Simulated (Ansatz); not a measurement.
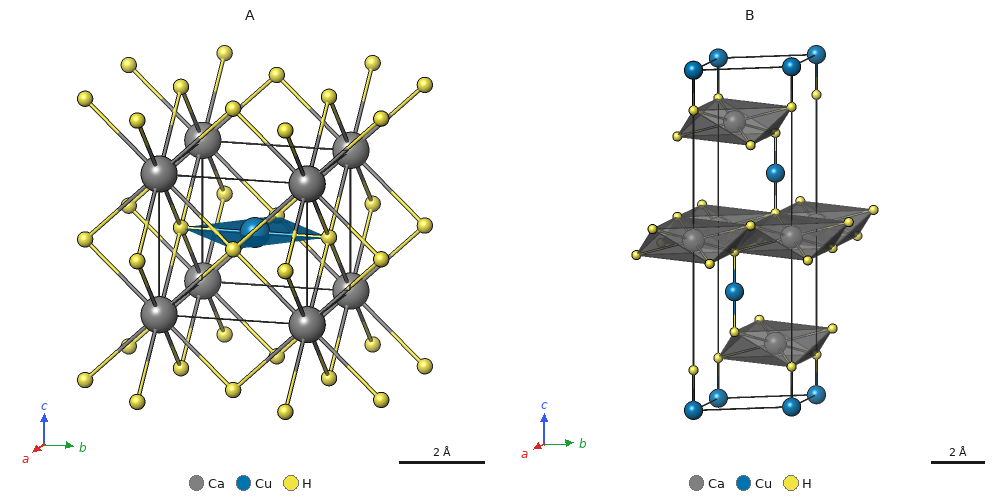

Two structures of CaCuH2, each relaxed to rest (conventional cells in solid outline, small ones repeated, not to one scale). Method: Ansatz, DFT PBE, scalar-relativistic, plane waves, PAW, without spin polarisation.

Name structures A and B.

Answer. A: 4 atoms a cell on a primitive tetragonal lattice, P4/mmm. B: 12 atoms a cell on a rhombohedral (trigonal R) lattice, R-3m.

Which is the more stable form at this level of theory?

Answer. A is lower, by 57 meV/atom at this level of theory (energies at zero smearing). Volumes: A 11.3, B 14.3 Å³/atom.

One or both may be structure types tried for this composition rather than known phases.
